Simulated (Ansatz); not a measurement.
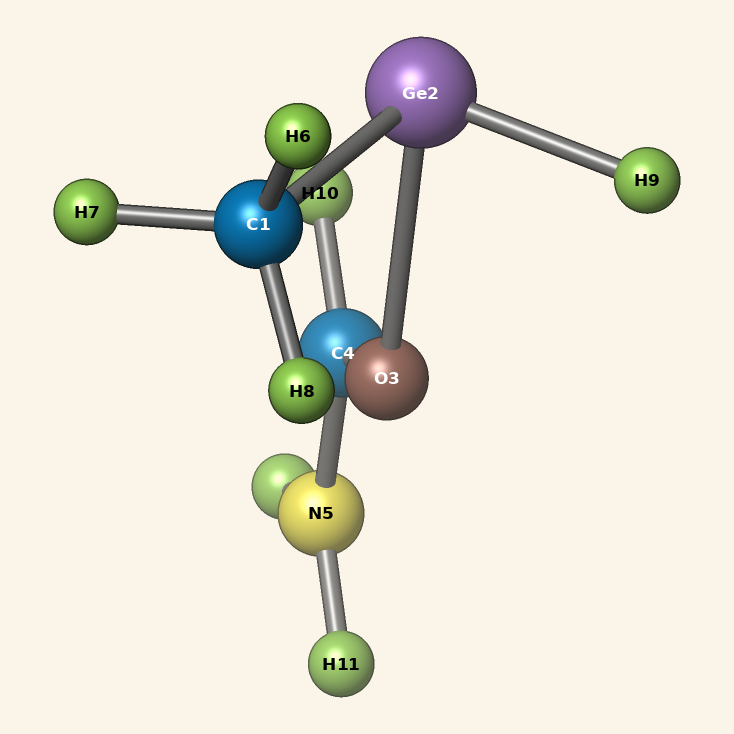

C4 lies behind O3. The molecule seen a little off the O3–C4 bond, O3 in front. Atoms fade into the background with distance from the viewer. Computed geometry: PBE0-D4/def2-TZVP optimisation. No frequency run is at hand to confirm it as a minimum.

**What is the torsion angle Ge2–O3–C4–N5? The sign is positive where the front bond must turn clockwise to cover the back bond.**

179°, antiperiplanar (anti).
